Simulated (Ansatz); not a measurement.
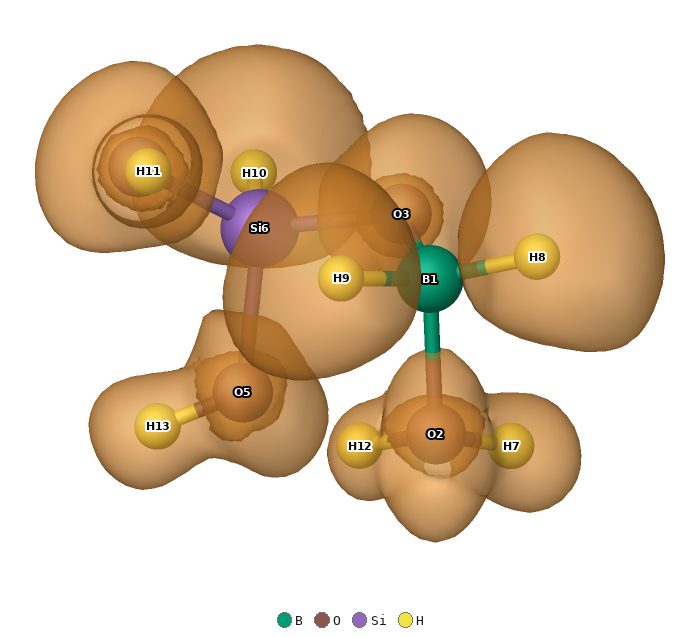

The picture shows: BH7O4Si (SMILES O[SiH](O)O[BH2-][OH2+]). Isosurface of the ELF at 0.75 (orange), seen at an oblique angle. Core shells and regions of very low density are left out.

Geometry: PBE0-D4/def2-SVP.

Method: Ansatz 0.2.0, isolated molecule in a Gaussian basis; Kohn-Sham density functional theory, functional PBE0.

Input

```
crystal:
  periodic: [false, false, false]
  atoms:
    - symbol: B
      position_ang: [1.536750, 0.583951, 0.054929]
    - symbol: O
      position_ang: [1.311631, -0.442516, 1.338468]
    - symbol: O
      position_ang: [0.318080, 0.457221, -0.714645]
    - symbol: O
      position_ang: [-1.130036, 2.701282, 0.024259]
    - symbol: O
      position_ang: [-1.165458, 0.339319, 1.399341]
    - symbol: Si
      position_ang: [-1.082508, 1.061518, -0.143578]
    - symbol: H
      position_ang: [1.301817, -1.344279, 0.990234]
    - symbol: H
      position_ang: [2.524945, 0.140033, -0.499990]
    - symbol: H
      position_ang: [1.681036, 1.663830, 0.627161]
    - symbol: H
      position_ang: [-2.252622, 0.670759, -0.951840]
    - symbol: H
      position_ang: [-0.286178, 3.109178, 0.250935]
    - symbol: H
      position_ang: [0.374918, -0.251168, 1.626510]
    - symbol: H
      position_ang: [-1.778499, 0.716710, 2.038628]
basis:
  gaussian:
    orbitals: def2-SVPD
hamiltonian:
  xc: pbe0
output: {forces: true, orbitals: {seedname: orbitals}}
```

Command:

```sh
ansatz run input.yaml --threads 2 --pin off --max-ram 5220MiB --events-out events.jsonl --progress --plain --runs-dir runs
```

Where are the electrons localised?

Answer. The ELF exceeds this value in three regions around hydrogen nuclei, one region on O in which the atom's valence shell and bonds are merged and three joined regions spread over several atoms (H, O), in which their bonds and any lone pairs are merged. Along the contacts the grid gives the following. B–O (1.45 Å): the ELF peaks at about 0.90 between the atoms: a polar covalent bond. Si–O (1.63 Å): the ELF peaks at about 0.85 between the atoms: a shared but strongly polarised pair.
